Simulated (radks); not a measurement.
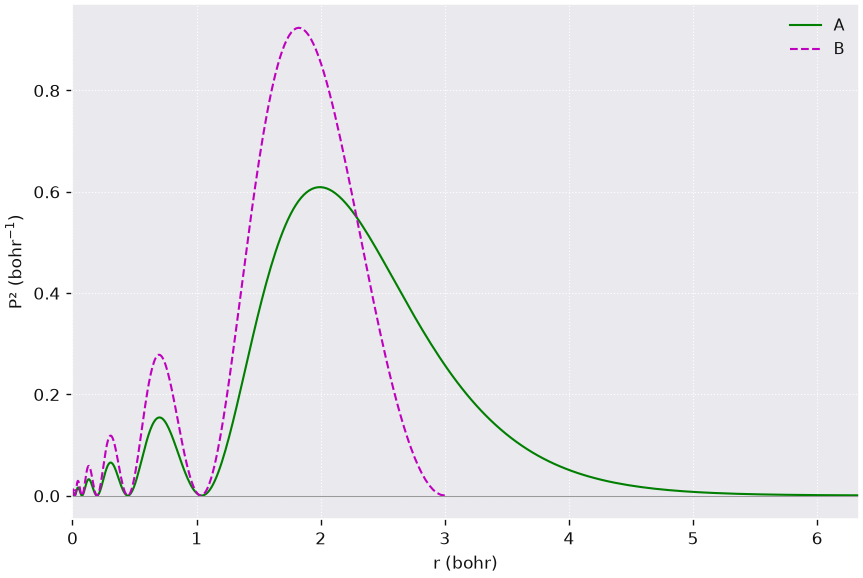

Tl²⁺ (Z = 81, 79 electrons) in [Xe] 4f14 5d10 6s1 was computed in two surroundings: the hard spherical wall at 3 bohr; the hard spherical wall at 8 bohr. The calculation used the in-house radial solver radks at this level: scalar-relativistic Kohn-Sham, PBEsol, spin-unpolarised, spherical densities, point nucleus.

The plot shows P² of the 6s orbital in both runs (large components where relativistic).

Question: Assign A and B.

Answer: A is the hard spherical wall at 8 bohr (⟨r⟩ = 2.26 bohr, eigenvalue −25.4 eV); B is the hard spherical wall at 3 bohr (⟨r⟩ = 1.77 bohr, eigenvalue −13.0 eV). The tighter surroundings squeeze the orbital.
